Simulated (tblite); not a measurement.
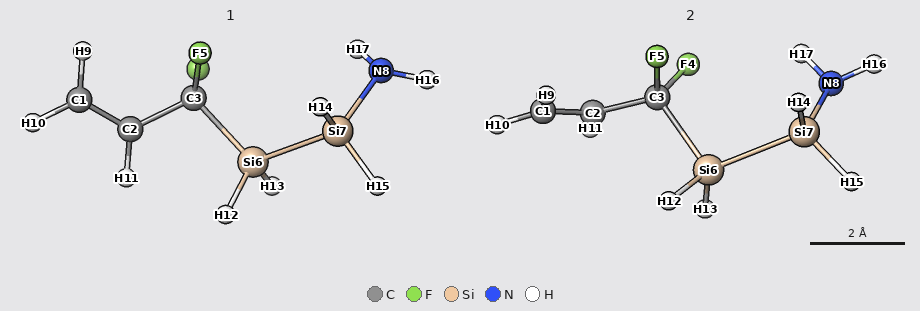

Two geometries of C3H9F2NSi2, drawn at one scale. One is the start of a relaxation, the other its converged end. Style: ball-and-stick. Shown face on.

All numbers below come from tblite, GFN2-xTB geometry optimisation, gas phase. 

Which of the two is the end point?

Answer. Structure 2 is the relaxed one. The largest move after the best rigid fit is that of H11, 1.56 Å. Largest moves by element: H 1.56 Å, F 0.74 Å, N 0.55 Å, C 0.54 Å, Si 0.46 Å. Some distances before and after: C3–Si6 1.866 → 1.958 Å, Si6–Si7 2.236 → 2.313 Å, Si7–N8 1.787 → 1.718 Å, C1–H10 1.104 → 1.076 Å. Bond angles that change, for instance: Si7–Si6–H13 109.6° → 120.2°, Si7–Si6–H12 106.4° → 116.9°, C3–Si6–H13 111.9° → 102.4°. Groups turn about C2–C3 by about 55°, C3–Si6 by about 35°. The energy falls by 66.8 kJ/mol in 169 geometry steps.
